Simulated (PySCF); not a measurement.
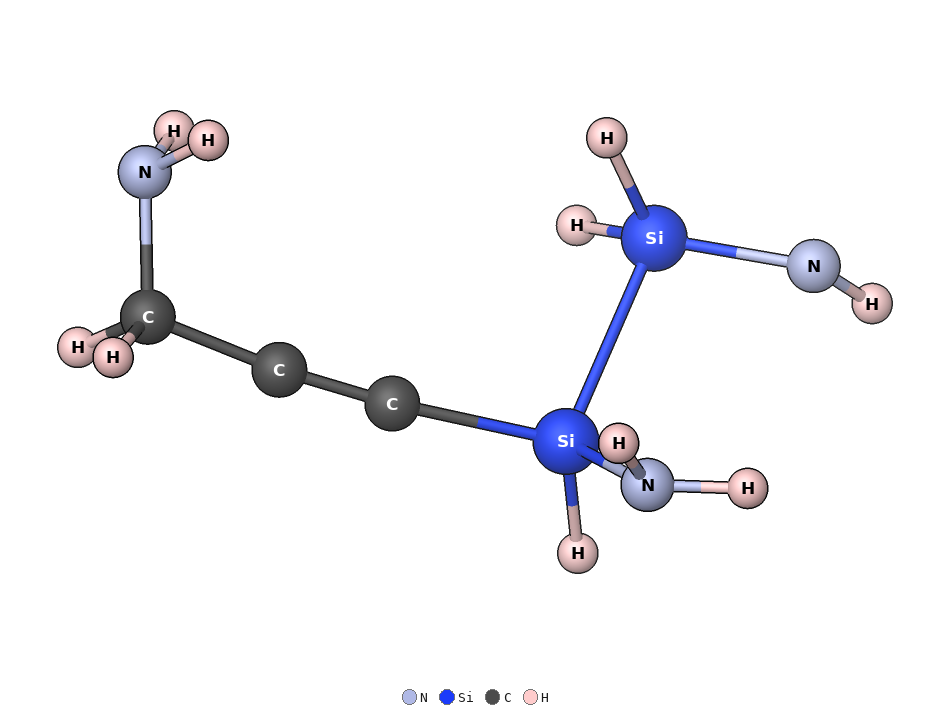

State: neutral, doublet. Computed geometry: GFN2-xTB optimisation. No frequency run is at hand to confirm it as a minimum. Properties computed with UKS B3LYP, pcH-1 on C H N Si, non-relativistic (PySCF 2.14.0).

Predict the main results.

The species is C₃H₁₀N₃Si₂ (`[NH][SiH2][Si@@H](N)C#CCN`).
- ⟨S²⟩ of the determinant: 0.759
- isotropic g value: 2.00495

The geometry is semi-empirical. Around Si such bond lengths and angles can be off by a tenth of an ångström or more and by several degrees, and values that hang on the shape move with them.
